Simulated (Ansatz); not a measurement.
System: AlFH$_{2}$O···H$_{2}$S.

Input file:

```
crystal:
  periodic: [false, false, false]
  atoms:
    - { symbol: Al, position_ang: [0.0, 0.0, 0.0] }
    - { symbol: F, position_ang: [0.0, 0.0, 2.04] }
    - { symbol: O, position_ang: [1.5415, 0.0, -0.89] }
    - { symbol: H, position_ang: [1.8414, -0.9519, -1.0449] }
    - { symbol: H, position_ang: [-1.351, 0.0, -0.78] }
    - { symbol: S, position_ang: [0.1147, 2.4267, 0.8072] }
    - { symbol: H, position_ang: [0.6673, 2.4659, 2.093] }
    - { symbol: H, position_ang: [0.0567, 1.1995, 1.9334] }
basis:
  gaussian: { orbitals: "6-31G*" }
hamiltonian:
  xc: pbe
  dispersion: d4
relax:
  f_tol: 0.15
  max_steps: 25
  restrain:
    - { distance: [0, 5], at: 3.46, k: 30.0 }
    - { distance: [7, 1], at: 2.12, k: 30.0 }
    - { distance: [0, 1], at: 1.69, k: 30.0 }
    - { distance: [7, 5], at: 1.4, k: 30.0 }
output:
  orbitals: {}
```

Launched as:

```sh
ansatz run input.yaml --threads 1 --pin off --max-ram 2048MiB --backend cpu --events-out ev --progress --plain --runs-dir out
```

The fields are those of the run's last geometry, not of the input's.

Not at a stationary point (largest force 0.7 eV/Å).

Computed with Ansatz 0.2.0, RKS PBE-D4/6-31G*.

What can the converged electron density and electron localisation function tell about the bonding?

Al–F (1.69 Å): ρ is about 0.76 e/Å³ halfway; the ELF peaks at about 0.85 in the valence shell of F, 0.6 Å from its nucleus, and is about 0.20 at the midpoint.
Al–O (1.72 Å): ρ at the midpoint is about 0.81 e/Å³; the ELF peaks at about 0.85 in the valence shell of O, 0.6 Å from its nucleus, and is about 0.45 at the midpoint.
O–H (0.97 Å): ρ at the midpoint is about 3.5 e/Å³; the ELF climbs to about 1 towards the hydrogen, as it does in any bond to H (a covalent bond by its length).
Al–H (1.58 Å): the density is about 0.55 e/Å³ at the midpoint; the ELF climbs to about 1 towards the hydrogen.

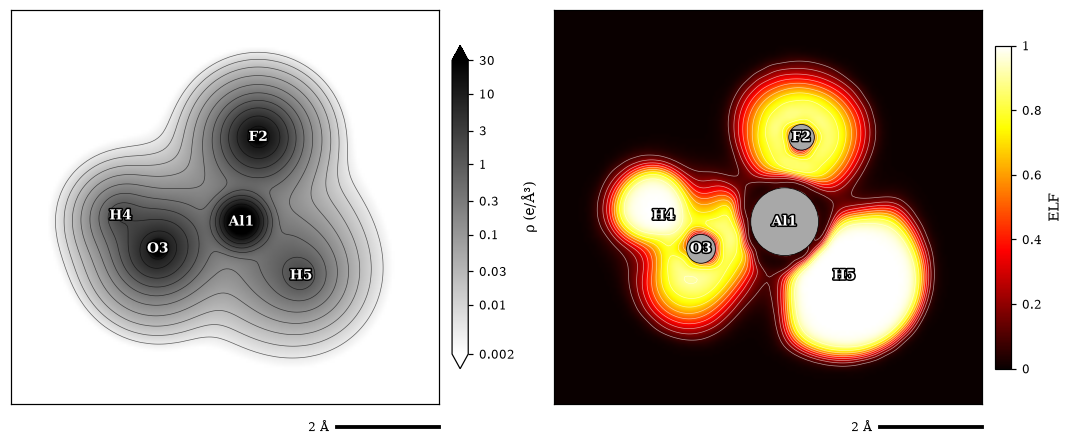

Computed electron density and electron localisation function on the plane of atoms Al1, O3 and H4, in this order. Grey discs cover the atomic cores in the ELF map. 
